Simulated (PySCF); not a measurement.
SMILES COc1ccccc1-c1ccsc1 (C11H10OS) at its GFN2-xTB optimised geometry (Å):

```
23

C     -3.1775    -1.1287    -0.1277
O     -1.7772    -1.0735    -0.0165
C     -1.1660     0.1458     0.0000
C     -1.8493     1.3551    -0.0023
C     -1.1579     2.5555     0.0020
C      0.2234     2.5643     0.0032
C      0.9108     1.3639     0.0000
C      0.2420     0.1458     0.0000
C      1.0086    -1.1011    -0.0134
C      2.2287    -1.2595    -0.7329
C      2.7707    -2.4912    -0.5901
S      1.8226    -3.4983     0.4337
C      0.6760    -2.2412     0.6574
H     -3.4247    -2.1883    -0.1777
H     -3.5309    -0.6328    -1.0376
H     -3.6705    -0.6851     0.7438
H     -2.9278     1.3748    -0.0054
H     -1.7099     3.4837     0.0045
H      0.7642     3.4983     0.0081
H      1.9905     1.3652     0.0139
H      2.6590    -0.4888    -1.3472
H      3.6705    -2.8796    -1.0239
H     -0.1716    -2.4121     1.2883
```

Level of theory: CAM-B3LYP/def2-SVP in PySCF. Cells within 0.4 Å of a nucleus heavier than hydrogen are left out (blank, or x).

Map of the electron localisation function on the plane z = 0.8 Å:

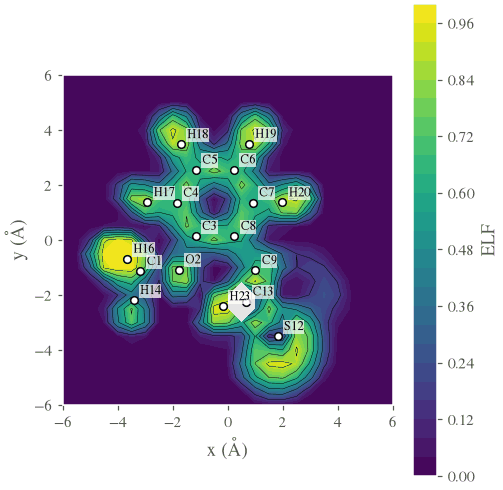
*Electron localisation function on the plane z = 0.8 Å.*
